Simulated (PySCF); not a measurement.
**Run report: Zr⁺, atomic calculation**

- system: Zr⁺, configuration 1s2 2s2 2p6 3s2 3p6 3d10 4s2 4p6 4d2 5s1, multiplicity 4.
- method: unrestricted HF, jorge-DZP-DKH, spin-free X2C-1e, Gaussian nucleus (PySCF)

## The input
```python
from pyscf import gto, scf, dft, mp, cc
import basis_set_exchange as bse
mol = gto.M(atom="Zr 0 0 0", charge=1, spin=3, symmetry="D2h",
            basis=gto.basis.parse(bse.get_basis("jorge-DZP-DKH", elements=["Zr"], fmt="nwchem", header=False)),
            nucmod="G")
mf = scf.UHF(mol).sfx2c1e()
mf.irrep_nelec = {'Ag': (8, 6), 'B1g': (2, 1), 'B2g': (1, 1), 'B3g': (1, 1), 'B1u': (3, 3), 'B2u': (3, 3), 'B3u': (3, 3)}
mf.kernel()
```

The script is an equivalent of what the driver set up; the driver started from orbitals of its own, so the log can be shorter than this script's would be, and it computed the properties (radii, ⟨L²⟩, response) afterwards. It held the occupations shell by shell, which the script's counts by irreducible representation don't always enforce.

The run was one of a batch that the task file lists, launched with:
```bash
OMP_NUM_THREADS=1 python <driver script> TASK.json OUT
```

## Log (extracts)
```
damping factor = 0
level_shift factor = 0
DIIS = <class 'pyscf.scf.diis.CDIIS'>
diis_start_cycle = 1
diis_space = 10
diis_damp = 0
SCF conv_tol = 1e-09
SCF conv_tol_grad = None
number electrons alpha = 21  beta = 18
cycle= 1 E= -3595.67241547686  delta_E= -0.00371  |g|= 0.0157  |ddm|= 0.0664
cycle= 2 E= -3595.6725327826  delta_E= -0.000117  |g|= 0.00285  |ddm|= 0.0119
cycle= 3 E= -3595.672536946  delta_E= -4.16e-06  |g|= 0.000162  |ddm|= 0.00283
cycle= 4 E= -3595.67253696439  delta_E= -1.84e-08  |g|= 4.98e-05  |ddm|= 0.000441
cycle= 5 E= -3595.67253696709  delta_E= -2.69e-09  |g|= 6.99e-06  |ddm|= 0.00031
cycle= 6 E= -3595.6725369672  delta_E= -1.09e-10  |g|= 1.09e-06  |ddm|= 9.29e-05
converged SCF energy = -3595.6725369672  <S^2> = 3.7543743  2S+1 = 4.0021866
```

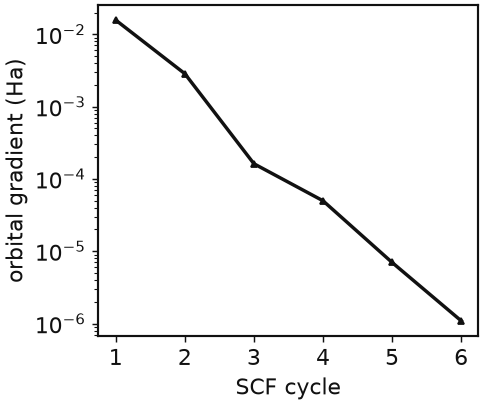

*Convergence: orbital gradient against the SCF cycle.*

The residual falls at every step. It goes from 0.016 to 1.1×10⁻⁶ in 6 steps.

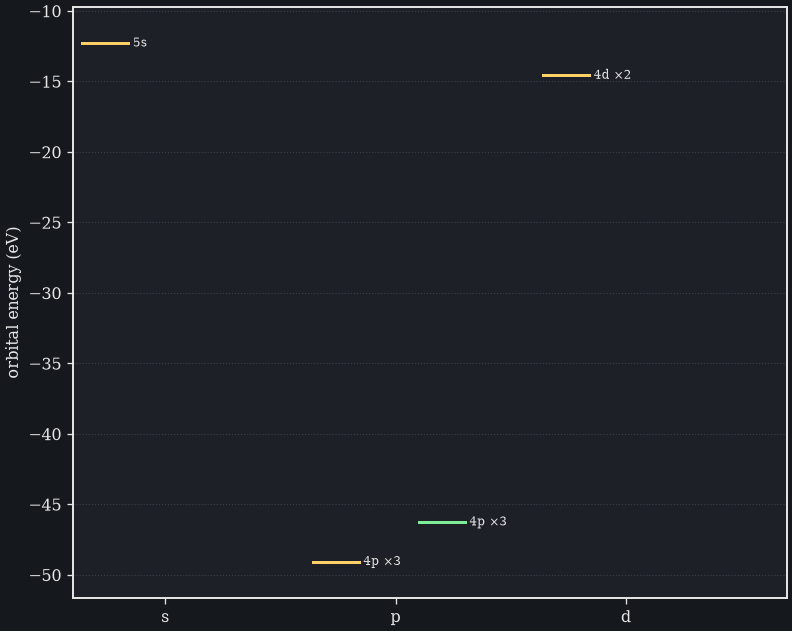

*Orbital energies of the mean field, from the top down to −49.1 eV, by angular momentum, α spin at the left of each column and β at the right; ×n counts the orbitals under one label.*

The highest filled orbital is 5s α at −12.3 eV, the lowest empty one s β at −5.09 eV.

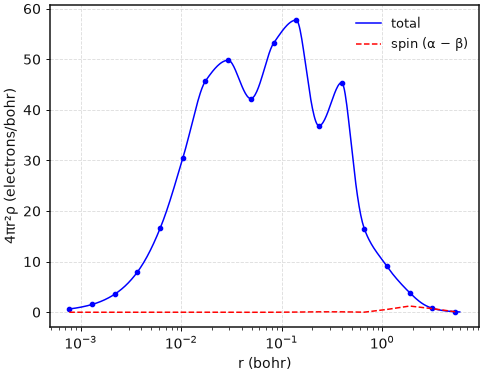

*Spherically averaged radial density 4πr²ρ of the mean field and its spin part; markers are the stored points, which are sparse, and the line is a monotone interpolation between them.*

The largest stored value is 57.8 electrons/bohr at r = 0.14 bohr. Root-mean-square radii of the shells: 3d 0.495, 3p 0.496, 4s 1.30, 4p 1.47, 4d 2.28, 5s 3.91 bohr.

## Results in brief

| quantity | value |
| --- | --- |
| outcome | converged |
| total energy | −3595.6725 hartree |
| ⟨S²⟩ | 3.754 |
| ⟨L²⟩ | 12.04 |
| SCF iterations | 6 |
| hardware | 1 thread of Arm Neoverse V1, 23 GiB of memory available, shared host |

## Notes

Radii and densities are those of the two-component orbitals, without the picture-change correction, so the innermost s shells come out slightly too small (about 1 % for 1s near Z = 40, more for heavier atoms).
